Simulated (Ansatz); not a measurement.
The figure comes from a scan of SnO (litharge type, space group P4/nmm): the cell is scaled evenly about its relaxed volume V₀. The numbers are results of r2SCAN+rVV10 (plane waves to 500 eV, PAW, scalar-relativistic; Ansatz, a quantum-chemistry and plane-wave program), not measurements. k mesh 9×9×7 (Γ-centred), Fermi-Dirac smearing 0.05 eV. Stress and pressure are positive under compression. At this level the bands of SnO touch or barely overlap; measurements give the solid a gap. SnO was relaxed with its symmetry unable to fall. The PAW data are Ansatz's earlier set. 

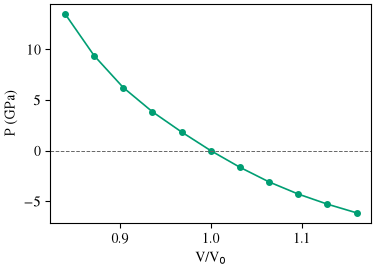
*P (GPa) against V/V₀; markers are the computed points, lines only join them.*

Q: Read the plotted values off the figure, to the accuracy that the plot allows.

A: To the nearest 0.5:

```json
[
 {"V/V₀": "0.840", "P (GPa)": "13.5"},
 {"V/V₀": "0.872", "P (GPa)": "9.5"},
 {"V/V₀": "0.904", "P (GPa)": "6.0"},
 {"V/V₀": "0.936", "P (GPa)": "4.0"},
 {"V/V₀": "0.968", "P (GPa)": "2.0"},
 {"V/V₀": "1.000", "P (GPa)": "0.0"},
 {"V/V₀": "1.032", "P (GPa)": "-1.5"},
 {"V/V₀": "1.064", "P (GPa)": "-3.0"},
 {"V/V₀": "1.096", "P (GPa)": "-4.5"},
 {"V/V₀": "1.128", "P (GPa)": "-5.5"},
 {"V/V₀": "1.160", "P (GPa)": "-6.0"}
]
```

(A scan under strain: stresses follow from slopes of the energy per volume, elastic moduli from its curvatures.)
